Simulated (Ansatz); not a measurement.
# How far to go with the k-point mesh: Be₂Ag (R3m, 6 atoms in the cell)

```xyz
6
Lattice="0.0000 3.1805 3.1805 3.1805 0.0000 3.1805 3.1805 3.1805 0.0000" Properties=species:S:1:pos:R:3 pbc="T T T"
Be     2.3854     2.3854     3.9756
Be     2.3854     3.9756     2.3854
Be     4.0045     4.0045     4.0045
Be     3.9756     2.3854     2.3854
Ag     1.5902     1.5902     1.5902
Ag     0.0000     0.0000     0.0000
```

Computed with LDA (PW92), default PAW files made with PBE (plane waves; Ansatz, a first-principles code).

Base settings: basis.ecutwfc = 420 eV; kpoints.mp_grid.grid = 9 9 9; hamiltonian.xc = lda; hamiltonian.pseudopotentials = {kind: paw} (the program's default PAW files); scf.occupations.method = fermi_dirac; scf.occupations.width = 0.1 eV.

The second cell is the first with its lattice scaled by 0.98.

Only quantities that move along the ladder and can be compared are tabulated.

The count of work is k-points × plane waves × bands × iterations; it is no time. Core times come from one kind of shared machine, to one figure; runs under 30 s give none.

The starting cell comes from a database of computed structures (which also holds hypothetical and non-ambient phases and stackings), without a prior relaxation at this level. Its lattice was rescaled by up to half a per cent. One atom was moved a little off its site on purpose. In the base run, with a pressure of about -6 GPa the cell is away from its equilibrium volume at this level. Ansatz's pressure includes its estimate of the finite-basis (Pulay) stress.

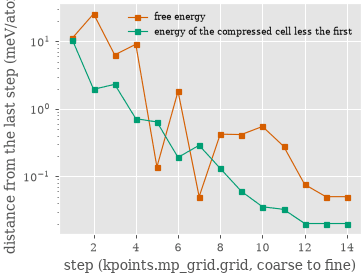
Figure: Distance from the last step along the ladder; very small values are drawn at a floor.

```tsv
kpoints.mp_grid.grid	free energy less the last step's (meV/atom)	energy of the compressed cell less the first (meV/atom)	pressure (GPa)	largest difference of a force vector from the last step's (eV/Å)	count of work / last	core time / last (rough)
2 2 2	11.23	-17.05	-8.33	0.019	0.0021	–
3 3 3	-25.56	-4.70	-5.34	0.008	0.0031	–
4 4 4	6.29	-4.34	-5.22	0.007	0.0067	–
5 5 5	9.05	-5.94	-5.61	0.005	0.012	–
6 6 6	-0.14	-7.29	-5.92	0.001	0.019	–
7 7 7	1.82	-6.84	-5.81	0.001	0.027	–
8 8 8	0.04	-6.36	-5.70	0.001	0.039	–
9 9 9	-0.42	-6.52	-5.75	0.000	0.051	–
10 10 10	0.42	-6.71	-5.78	0.001	0.070	–
11 11 11	0.55	-6.69	-5.78	0.001	0.088	0.1
13 13 13	-0.28	-6.68	-5.78	0.000	0.14	0.2
16 16 16	0.08	-6.65	-5.78	0.000	0.25	0.4
19 19 19	-0.05	-6.64	-5.77	0.000	0.41	0.5
22 22 22	0.01	-6.66	-5.78	0.000	0.62	0.9
26 26 26	0.00	-6.65	-5.77	0.000	1.0	1
```

Coarsest kpoints.mp_grid.grid that holds the energy of the compressed cell less the first within 1 meV/atom of the last step, with all finer ones: 5 5 5, at 0.012 of the last step's count of work; the step before is off by 2.3 meV/atom.

Coarsest kpoints.mp_grid.grid that holds the pressure within 0.05 GPa of the last step, with all finer ones: 9 9 9, at 0.051 of the last step's count of work; the step before is off by 0.07 GPa.

Coarsest kpoints.mp_grid.grid that holds the free energy within 0.5 meV/atom of the last step, with all finer ones: 13 13 13, at 0.14 of the last step's count of work and about 0.2 of the last step's time; the step before is off by 0.55 meV/atom.

The energy difference between the two cells stays within 1 meV/atom of the last step's from 5 5 5 on, the total only from 8 8 8 on: much of the error is common to both cells and cancels.

Keys are those of Ansatz 0.2.
